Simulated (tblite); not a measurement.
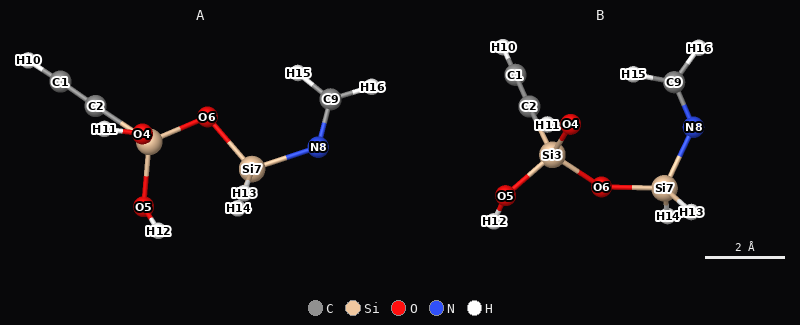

Two geometries of C3H7NO3Si2, drawn at one scale. One is the start of a relaxation, the other its converged end. The picture is a ball-and-stick view, seen at a tilt.

All numbers below come from GFN2-xTB geometry optimisation, gas phase in tblite. 

Which of the two is the end point?

Structure B is the relaxed one. The energy falls by 1.442 eV in 167 geometry steps. The atom that moves furthest after the best rigid fit is H16 (2.10 Å). By element the largest moves are H 2.10 Å, O 1.79 Å, C 1.50 Å, N 0.86 Å, Si 0.62 Å. Among the contacts that change: Si3–Si7 2.738 → 3.114 Å, O6–Si7 1.743 → 1.628 Å, Si3–O5 1.721 → 1.627 Å, Si3–O4 1.707 → 1.621 Å. Bond angles that change, for instance: Si3–O6–Si7 104.9° → 147.4°, Si3–O4–H11 107.5° → 118.6°, H13–Si7–H14 107.8° → 117.4°. Groups turn about Si3–O5 by about 140°, O6–Si7 by about 140°, Si3–O6 by about 125°.
